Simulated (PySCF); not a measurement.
SMILES CC(C)(C)[SiH2][SiH2]C(=O)O (C₅H₁₄O₂Si₂) at its GFN2-xTB optimised geometry (Å):

```
23

C     -0.4112    -1.1049     1.2452
C      0.0879    -0.3703     0.0000
C     -0.4046    -1.1098    -1.2443
C      1.6167    -0.3703     0.0000
Si    -0.5712     1.4419     0.0000
Si    -0.2437     2.4862     2.0456
C      1.5240     2.1493     2.6970
O      2.5239     2.7447     2.3810
O      1.5602     1.1155     3.5537
H     -1.4991    -1.1105     1.2819
H     -0.0398    -0.6335     2.1539
H     -0.0694    -2.1402     1.2392
H     -0.0206    -2.1299    -1.2597
H     -0.0710    -0.6090    -2.1507
H     -1.4912    -1.1560    -1.2620
H      1.9988    -1.3911     0.0263
H      2.0051     0.1120    -0.8949
H      2.0123     0.1573     0.8659
H     -2.0123     1.3889    -0.3009
H      0.0535     2.1402    -1.1345
H     -1.1101     2.0283     3.1377
H     -0.3418     3.9466     1.9771
H      2.4664     0.9541     3.8706
```

Computed with PBE/def2-SVP (PySCF). Cells within 0.4 Å of a nucleus heavier than hydrogen are left out (blank, or x).

Map of the electrostatic potential (hartree/e), clipped to [-0.08, 0.12] on the plane z = 1.5 Å:

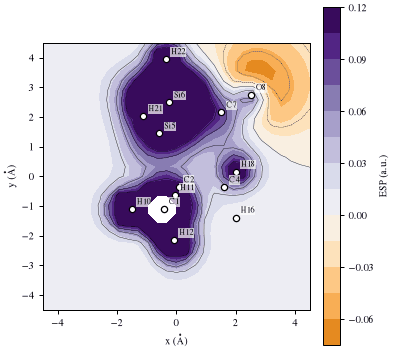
Electrostatic potential (hartree/e), clipped to [-0.08, 0.12] on the plane z = 1.5 Å.
